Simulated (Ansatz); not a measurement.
# LiLaO2 (P2_1/c): the host for defect calculations, part 2 of 4

Aim: the runs on the perfect crystal LiLaO2 (P2_1/c) that a defect calculation needs first.

Ansatz 0.2.0; plane-wave PAW DFT, PBEsol; relaxation of the host's cell and atoms (the session's first sound run).

So far: The structure; Host cell relaxation.

**3. Dielectric tensors of the host**

The response to a uniform electric field gives the electronic dielectric tensor.

This step: plane-wave PAW DFPT, PBEsol; dielectric tensors, Born charges and zone-centre modes of the host (Ansatz 0.2.0).

Input file eps/input.yaml:

```yaml
crystal:
  lattice:
    - [5.8297872785, 0.0, 0.023014202]
    - [0.0, 6.1586925744, 0.0]
    - [-1.2719365517, 0.0, 5.6994137441]
  atoms:
    - { symbol: Li, position: [0.3354116806, 0.3590401069, 0.3123689266] }
    - { symbol: Li, position: [0.6645883194, 0.8590401069, 0.1876310734] }
    - { symbol: Li, position: [0.6645883194, 0.6409598931, 0.6876310734] }
    - { symbol: Li, position: [0.3354116806, 0.1409598931, 0.8123689266] }
    - { symbol: La, position: [0.7984407191, 0.4296228656, 0.1973142049] }
    - { symbol: La, position: [0.2015592809, 0.9296228656, 0.3026857951] }
    - { symbol: La, position: [0.2015592809, 0.5703771344, 0.8026857951] }
    - { symbol: La, position: [0.7984407191, 0.0703771344, 0.6973142049] }
    - { symbol: O, position: [0.0899051013, 0.2394819497, 0.0151043243] }
    - { symbol: O, position: [0.9100948987, 0.7394819497, 0.4848956757] }
    - { symbol: O, position: [0.9100948987, 0.7605180503, 0.9848956757] }
    - { symbol: O, position: [0.0899051013, 0.2605180503, 0.5151043243] }
    - { symbol: O, position: [0.5730240207, 0.3695915225, 0.7969739047] }
    - { symbol: O, position: [0.4269759793, 0.8695915225, 0.7030260953] }
    - { symbol: O, position: [0.4269759793, 0.6304084775, 0.2030260953] }
    - { symbol: O, position: [0.5730240207, 0.1304084775, 0.2969739047] }
basis:
  ecutwfc: 420
hamiltonian:
  xc: pbesol
kpoints:
  mp_grid: { grid: [4, 4, 4] }
scf:
  occupations: { method: fixed }
  max_iter: 100
phonons:
  method: dfpt
  dielectric: true
  rigid_motions: translations
```

On the command line:

```bash
> ansatz run input.yaml --threads 4 --pin off --max-ram 7536MiB --backend cpu --events-out ev --progress --plain --runs-dir out
```

Numbers of over 12 decimals in the logs are rounded to 6 here.

The program printed:

```text
[...]
Crystal: 16 atoms, lattice volume = 204.811 Å³
Basis set: ecut = 420 eV, 3995 PW (Γ), exchange–correlation on 80×96×80 points (8 copies of the dense FFT grid, shifted against one another)
Bands: 68, of which v1, the nominal top of the filled ones, is band 52 counted from 1 (51 counted from 0)
Symmetry: 4 space group operations
k-points: 36 of 64 (irreducible under 1 space group operation, time reversal used)
[...]
SCF iter   1: F=—  HF=-29969.259619 eV  |F-HF|=—  |Δ(HF+E_count)|=         —  Δρ=1.52e-2  dr2=4.27e-1  ethr=1.77e-3  ⟨swp⟩=5.1  Hψ=8402  notcnv=0  defer=492
[...]
SCF iter  10: F=-29969.166233 eV  HF=-29969.166233 eV  |F-HF|=3.64e-12  |Δ(HF+E_count)|=  2.00e-10  Δρ=9.09e-8  dr2=2.02e-11  ethr=1.00e-12  ⟨swp⟩=18.8  Hψ=18824  notcnv=0
SCF 1 converged in 10 iterations: F = -29969.166233 eV  dr2 = 2.02e-11
[...]
NSCF: frozen V_eff on 2 k-points
DFPT response loops at Γ: preconditioner auto → Resta (q_TF=auto, 2.437 Å⁻¹)  ε∞=4.0 (no band partly filled); β = 1.00, the filter's whole step (`scf.mixing.beta` (0.50) is not read by the response loops at its default; [...]
── the response to a field inside a basis, on 4×4×4 k-points: an SCF that follows is theirs, and a resumed run solves both again ──
Bands: 53, of which v1, the nominal top of the filled ones, is band 52 counted from 1 (51 counted from 0)
k-points: 16 of 64
[...]
Eigensolver: Dense (16 Hₖ)
SCF iter   1: F=—  HF=-29968.941563 eV  |F-HF|=—  |Δ(HF+E_count)|=         —  Δρ=5.43e-4  dr2=1.95e-4  ethr=1.00e-1
[...]
SCF iter   5: F=-29968.941702 eV  HF=-29968.941702 eV  |F-HF|=1.42e-8  |Δ(HF+E_count)|=   3.43e-7  Δρ=4.34e-6  dr2=3.56e-8  ethr=3.42e-10
SCF 1 converged in 5 iterations: F = -29968.941702 eV  dr2 = 3.56e-8
[...]
SCF converged after 10 iterations
Free energy (F): -29969.166233 eV
[...]
Internal energy: -29969.166233 eV  (E = F + TS)
E sigma→0 (E₀):  -29969.166233 eV
Fermi energy:    8.693209 eV
[...]
--- Band table (eV; the first three rows and the last of 36) ---
[...]
[... further k-points left out ...]
--- Phonons (Γ-DFPT): 12 representative perturbations + reference, on 36 of 64 k-points (Σ response iterations 54) ---
  k mesh reduced under 1 symmetry operation, with k and −k counted as one. Each operation leaves every solved perturbation unchanged. A smaller set is not considered because the run solves the response to a homogeneous field
  ASR residual: 3.126e-5 → 0.000e0 eV/Å²; symmetrization residual: 5.878e-7 eV/Å²
  ASR residual per site (eV/Å²): 2.06e-5 2.06e-5 2.06e-5 2.06e-5 3.13e-5 3.13e-5 3.13e-5 3.13e-5 2.48e-5 2.48e-5 2.48e-5 2.48e-5 1.62e-5 1.62e-5 1.62e-5 1.62e-5
  Γ frequencies (cm⁻¹): 0.00 0.00 0.00 102.00 109.38 115.05 121.41 124.56 136.92 152.10 152.17 174.81 191.40 195.69 213.77 225.52 229.58 234.31 235.16 239.62 242.95 255.06 262.05 273.85 276.96 280.25 304.25 310.80 321.51 324.10 327.30 334.75 347.09 375.50 [...]
  ε∞ (high-frequency dielectric tensor):
        4.503732    -0.000000     0.008323
       -0.000000     4.582572     0.000000
        0.008323     0.000000     4.514012
  ε⁰ (static dielectric tensor: ions relaxed, cell fixed):
       20.935271    -0.000000     1.742531
       -0.000000    19.866525     0.000000
        1.742531     0.000000    23.548111
  ε⁰ − ε∞ (ionic part):
       16.431539    -0.000000     1.734208
       -0.000000    15.283953     0.000000
        1.734208     0.000000    19.034099
  softest optical mode at Γ: 102.00 cm⁻¹; the repairs (sum rule, projections) moved no ω² at Γ by more than (1.47 cm⁻¹)²
  Born effective charges Z* (e; rows j = field, columns β = displacement):
    site 0:
         1.04236    0.02841    0.03841
         0.06544    0.95208   -0.03101
         0.03522   -0.05160    1.02492
    site 1:
         1.04236   -0.02841    0.03841
        -0.06544    0.95208    0.03101
         0.03522    0.05160    1.02492
    site 2:
         1.04236    0.02841    0.03841
         0.06544    0.95208   -0.03101
         0.03522   -0.05160    1.02492
    site 3:
         1.04236   -0.02841    0.03841
        -0.06544    0.95208    0.03101
         0.03522    0.05160    1.02492
    site 4:
         3.98366    0.21365    0.05667
        -0.07204    4.19079   -0.09624
         0.08324   -0.22005    3.99653
    site 5:
         3.98366   -0.21365    0.05667
         0.07204    4.19079    0.09624
         0.08324    0.22005    3.99653
    site 6:
         3.98366    0.21365    0.05667
        -0.07204    4.19079   -0.09624
         0.08324   -0.22005    3.99653
    site 7:
         3.98366   -0.21365    0.05667
         0.07204    4.19079    0.09624
         0.08324    0.22005    3.99653
    site 8:
        -2.29524   -0.01553    0.01471
        -0.05373   -2.73249    0.18123
         0.00424    0.21150   -2.67083
    site 9:
        -2.29524    0.01553    0.01471
         0.05373   -2.73249   -0.18123
         0.00424   -0.21150   -2.67083
    site 10:
        -2.29524   -0.01553    0.01471
[...]
site 11:
[...]
site 12:
[...]
site 13:
[...]
site 14:
[...]
site 15:
[...]
Z* charge neutrality: 8.250e-3 e pre-enforcement
  solved inside a basis spanned on kpoints, on 4×4×4 k-points, its susceptibility summed on 8×6×8: ε∞ is read to err by 2.6e-2, Z* by 1.6e-2 e (field_mesh: kpoints solves on kpoints); Z* is corrected for what the basis lacks
  optical modes at Γ without the LO–TO term, one row a degenerate level:
      ω (cm⁻¹)  modes    IR ((D/Å)²/amu)
[...]
optical modes at Γ + LO–TO along q̂ = [1.0000, 0.0000, 0.0000]:
      ω (cm⁻¹)  modes    IR ((D/Å)²/amu)
[...]
optical modes at Γ + LO–TO along q̂ = [0.0000, 1.0000, 0.0000]:
      ω (cm⁻¹)  modes    IR ((D/Å)²/amu)
[...]
optical modes at Γ + LO–TO along q̂ = [0.0000, 0.0000, 1.0000]:
      ω (cm⁻¹)  modes    IR ((D/Å)²/amu)
[...]
427.03      1             7.5118
        443.73      1             4.8452
        446.91      1             0.0000
        460.68      1             0.0000
        489.91      1             0.0019
        497.39      1             9.2119
        501.22      1             0.0000
        520.44      1            65.7281
        542.91      1            22.9404
        549.21      1             0.0000
        559.08      1             0.0000
        565.73      1            32.6273
```

Elapsed: 6 min, on 4 threads of Arm Neoverse V2, shared host; peak memory 2.9 GiB; 23 min of CPU time.

The column dr2 measures how far the density is from self-consistency, as an energy; F and HF (Harris–Foulkes) agree once it is small.

Electronic dielectric tensor:

```
4.50 0.00 0.01
0.00 4.58 0.00
0.01 0.00 4.51
```

Static dielectric tensor:

```
20.94  0.00  1.74
 0.00 19.87  0.00
 1.74  0.00 23.55
```

The principal values of the electronic dielectric tensor are 4.50, 4.52 and 4.58. The principal values of the static dielectric tensor are 19.87, 20.06 and 24.42.

**4. Primitive cell on a dense mesh**

A dense mesh gives the host's converged energy, against which the supercell's sampling is tested.

This step: plane-wave PAW DFT, PBEsol; single point of the host's primitive cell on a dense mesh (Ansatz 0.2.0).

dense/input.yaml, as its differences from eps/input.yaml of step 3:

```diff
@@ -24,2 +24,3 @@
   ecutwfc: 420
+  xc_grid: 2
 hamiltonian:
@@ -27,9 +28,5 @@
 kpoints:
-  mp_grid: { grid: [4, 4, 4] }
+  mp_grid: { grid: [5, 5, 5] }
 scf:
-  occupations: { method: fixed }
-  max_iter: 100
-phonons:
-  method: dfpt
-  dielectric: true
-  rigid_motions: translations
+  occupations: { method: fermi_dirac, width: 0.01 }
+  max_iter: 80
```

The program printed:

```text
[...]
Crystal: 16 atoms, lattice volume = 204.811 Å³
Basis set: ecut = 420 eV, 3995 PW (Γ), exchange–correlation on 80×90×80 points (8 copies of the dense FFT grid, shifted against one another)
Bands: 68, of which v1, the nominal top of the filled ones, is band 52 counted from 1 (51 counted from 0)
Symmetry: 4 space group operations
[...]
k-points: 39 of 125
[...]
SCF iter   1: F=—  HF=-29969.259992 eV  |F-HF|=—  |Δ(HF+E_count)|=         —  Δρ=1.51e-2  dr2=4.24e-1  ethr=1.77e-3  ⟨swp⟩=7.2  Hψ=10941  notcnv=0  defer=56
[...]
SCF iter   8: F=-29969.166464 eV  HF=-29969.166464 eV  |F-HF|=6.13e-9  |Δ(HF+E_count)|=   3.41e-7  Δρ=2.78e-6  dr2=2.13e-8  ethr=1.97e-10  ⟨swp⟩=3.0  Hψ=4679  notcnv=0
SCF 1 converged in 8 iterations: F = -29969.166464 eV  dr2 = 2.13e-8
[...]
SCF converged after 8 iterations
Free energy (F): -29969.166464 eV
[...]
Internal energy: -29969.166464 eV  (E = F + TS)
E sigma→0 (E₀):  -29969.166464 eV
Fermi energy:    10.587798 eV
[...]
```

It took 6.1 s on 4 threads; peak memory 0.9 GiB; 24 s of CPU time.

**5. Self-consistent run**

This step: plane-wave PAW DFT, PBEsol; single point of the defect-free supercell, a test of its k-points (Ansatz 0.2.0).

System of this step: LiLaO2 (P2_1/c). The cell holds 64 atoms: 16 Li, 16 La and 32 O. Its edges and angles: a = 10.981 Å, b = 9.563 Å, c = 10.981 Å, α = 111.2°, β = 111.8°, γ = 111.1°.

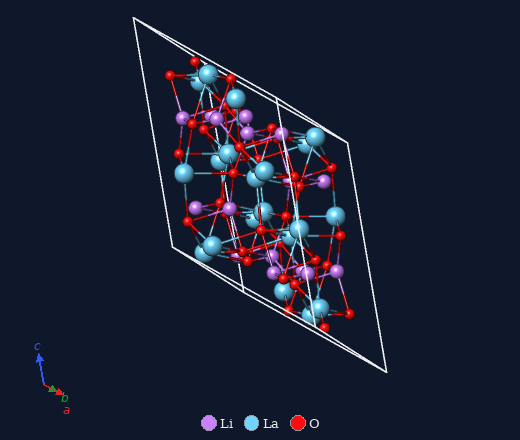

The cell of this step (lithium purple, lanthanum blue, oxygen red). Some periodic images of atoms are drawn too.

Input file pristine.sampling/input.yaml:

```yaml
crystal:
  lattice:
    - [-7.1017238302, 6.1586925744, 5.6763995422]
    - [4.5578507268, -6.1586925744, 5.7224279461]
    - [7.1017238302, 6.1586925744, -5.6763995422]
  atoms:
    - { symbol: Li, position: [0.3357045167, 0.3238903036, 0.3472258937] }
    - { symbol: Li, position: [0.3357045167, 0.8238903036, 0.8472258937] }
    - { symbol: Li, position: [0.8357045167, 0.3238903036, 0.8472258937] }
    - { symbol: Li, position: [0.8357045167, 0.8238903036, 0.3472258937] }
    - { symbol: Li, position: [0.0233355901, 0.4261096964, 0.2618142131] }
    - { symbol: Li, position: [0.0233355901, 0.9261096964, 0.7618142131] }
    - { symbol: Li, position: [0.5233355901, 0.4261096964, 0.7618142131] }
    - { symbol: Li, position: [0.5233355901, 0.9261096964, 0.2618142131] }
    - { symbol: Li, position: [0.1642954833, 0.1761096964, 0.6527741063] }
    - { symbol: Li, position: [0.1642954833, 0.6761096964, 0.1527741063] }
    - { symbol: Li, position: [0.6642954833, 0.1761096964, 0.1527741063] }
    - { symbol: Li, position: [0.6642954833, 0.6761096964, 0.6527741063] }
    - { symbol: Li, position: [0.4766644099, 0.0738903036, 0.7381857869] }
    - { symbol: Li, position: [0.4766644099, 0.5738903036, 0.2381857869] }
    - { symbol: Li, position: [0.9766644099, 0.0738903036, 0.2381857869] }
    - { symbol: Li, position: [0.9766644099, 0.5738903036, 0.7381857869] }
    - { symbol: La, position: [0.3134685353, 0.497877462, 0.6140317923] }
    - { symbol: La, position: [0.3134685353, 0.997877462, 0.1140317923] }
    - { symbol: La, position: [0.8134685353, 0.497877462, 0.1140317923] }
    - { symbol: La, position: [0.8134685353, 0.997877462, 0.6140317923] }
    - { symbol: La, position: [0.1161543303, 0.252122538, 0.0655910733] }
    - { symbol: La, position: [0.1161543303, 0.752122538, 0.5655910733] }
    - { symbol: La, position: [0.6161543303, 0.252122538, 0.5655910733] }
    - { symbol: La, position: [0.6161543303, 0.752122538, 0.0655910733] }
    - { symbol: La, position: [0.1865314647, 0.002122538, 0.3859682077] }
    - { symbol: La, position: [0.1865314647, 0.502122538, 0.8859682077] }
    - { symbol: La, position: [0.6865314647, 0.002122538, 0.8859682077] }
    - { symbol: La, position: [0.6865314647, 0.502122538, 0.3859682077] }
    - { symbol: La, position: [0.3838456697, 0.247877462, 0.9344089267] }
    - { symbol: La, position: [0.3838456697, 0.747877462, 0.4344089267] }
    - { symbol: La, position: [0.8838456697, 0.247877462, 0.4344089267] }
    - { symbol: La, position: [0.8838456697, 0.747877462, 0.9344089267] }
    - { symbol: O, position: [0.127293137, 0.0525047128, 0.1646935255] }
    - { symbol: O, position: [0.127293137, 0.5525047128, 0.6646935255] }
    - { symbol: O, position: [0.627293137, 0.0525047128, 0.6646935255] }
    - { symbol: O, position: [0.627293137, 0.5525047128, 0.1646935255] }
    - { symbol: O, position: [0.1121888127, 0.1974952872, 0.8247884242] }
    - { symbol: O, position: [0.1121888127, 0.6974952872, 0.3247884242] }
    - { symbol: O, position: [0.6121888127, 0.1974952872, 0.3247884242] }
    - { symbol: O, position: [0.6121888127, 0.6974952872, 0.8247884242] }
    - { symbol: O, position: [0.372706863, 0.4474952872, 0.8353064745] }
    - { symbol: O, position: [0.372706863, 0.9474952872, 0.3353064745] }
    - { symbol: O, position: [0.872706863, 0.4474952872, 0.3353064745] }
    - { symbol: O, position: [0.872706863, 0.9474952872, 0.8353064745] }
    - { symbol: O, position: [0.3878111873, 0.3025047128, 0.1752115758] }
    - { symbol: O, position: [0.3878111873, 0.8025047128, 0.6752115758] }
    - { symbol: O, position: [0.8878111873, 0.3025047128, 0.6752115758] }
    - { symbol: O, position: [0.8878111873, 0.8025047128, 0.1752115758] }
    - { symbol: O, position: [0.0832827136, 0.1849989627, 0.4713077716] }
    - { symbol: O, position: [0.0832827136, 0.6849989627, 0.9713077716] }
    - { symbol: O, position: [0.5832827136, 0.1849989627, 0.9713077716] }
    - { symbol: O, position: [0.5832827136, 0.6849989627, 0.4713077716] }
    - { symbol: O, position: [0.2863088089, 0.0650010373, 0.6482837509] }
    - { symbol: O, position: [0.2863088089, 0.5650010373, 0.1482837509] }
    - { symbol: O, position: [0.7863088089, 0.0650010373, 0.1482837509] }
    - { symbol: O, position: [0.7863088089, 0.5650010373, 0.6482837509] }
    - { symbol: O, position: [0.4167172864, 0.3150010373, 0.5286922284] }
    - { symbol: O, position: [0.4167172864, 0.8150010373, 0.0286922284] }
    - { symbol: O, position: [0.9167172864, 0.3150010373, 0.0286922284] }
    - { symbol: O, position: [0.9167172864, 0.8150010373, 0.5286922284] }
    - { symbol: O, position: [0.2136911911, 0.4349989627, 0.3517162491] }
    - { symbol: O, position: [0.2136911911, 0.9349989627, 0.8517162491] }
    - { symbol: O, position: [0.7136911911, 0.4349989627, 0.8517162491] }
    - { symbol: O, position: [0.7136911911, 0.9349989627, 0.3517162491] }
basis:
  ecutwfc: 420
  xc_grid: 2
hamiltonian:
  xc: pbesol
kpoints:
  mp_grid: { grid: [1, 1, 1], shift: [0.25, 0.25, 0.25] }
scf:
  occupations: { method: fermi_dirac, width: 0.01 }
  max_iter: 80
```

The program printed:

```text
[...]
Crystal: 64 atoms, lattice volume = 819.245 Å³
Basis set: ecut = 420 eV, 16015 PW (Γ), exchange–correlation on 150×128×150 points (8 copies of the dense FFT grid, shifted against one another)
Bands: 272, of which v1, the nominal top of the filled ones, is band 208 counted from 1 (207 counted from 0)
Symmetry: 16 space group operations
[...]
k-points: 1
[...]
SCF iter   1: F=—  HF=-119877.101360 eV  |F-HF|=—  |Δ(HF+E_count)|=         —  Δρ=1.53e-2  dr2=1.74e0  ethr=1.77e-3  ⟨swp⟩=7.0  Hψ=1180  notcnv=0  defer=6
[...]
SCF iter   8: F=-119876.720004 eV  HF=-119876.720004 eV  |F-HF|=2.53e-8  |Δ(HF+E_count)|=   1.22e-6  Δρ=2.69e-6  dr2=7.40e-8  ethr=1.97e-10  ⟨swp⟩=3.0  Hψ=469  notcnv=0
SCF 1 converged in 8 iterations: F = -119876.720004 eV  dr2 = 7.40e-8
[...]
SCF converged after 8 iterations
Free energy (F): -119876.720004 eV
[...]
Internal energy: -119876.720004 eV  (E = F + TS)
E sigma→0 (E₀):  -119876.720004 eV
Fermi energy:    10.626776 eV
[...]
```

The job ended after 4.4 s (4 threads; peak memory 1.6 GiB; 16 s of CPU time).

This step gave:

```
energy over dense mesh : -8.46e-4 eV/atom
```

(Continued in part 3 of 4.)

[Logs are printed without paths, hosts, clocks, repeated set-up lines and the standing remarks that a program may print on its own settings, such as how far it seeks lower states.]

[Hosts, paths, dates, database ids (printed as entryN), source tags and the programs' standing remarks are cut or masked in the printed files.]

[Runs of the host that timed out are not shown.]

[For some hosts the program warned that the k-mesh of the response run may be too coarse for force constants and the static dielectric constant; such warnings are not always shown.]
